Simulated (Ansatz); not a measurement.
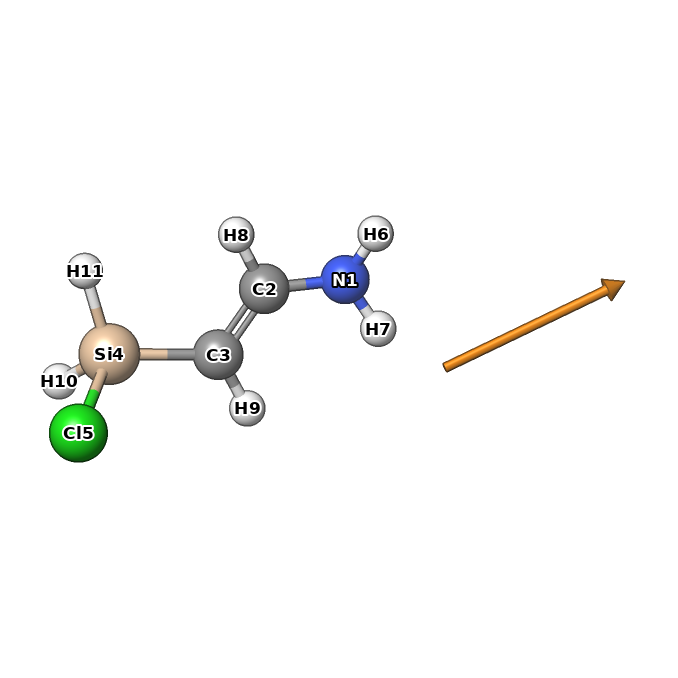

The arrow beside the molecule shows the direction of the dipole moment, from the negative to the positive end (its length means nothing). The geometry was computed by an optimisation with PBE0-D4/def2-TZVP. No frequency run is at hand to confirm it as a minimum. Properties computed with RKS r2SCAN-D4/def2-TZVPP (Ansatz 0.2.0).

> Estimate the dipole moment.

4.53 D; it points from the side of Cl5 to the side of H6 (the outermost atoms at the two ends).
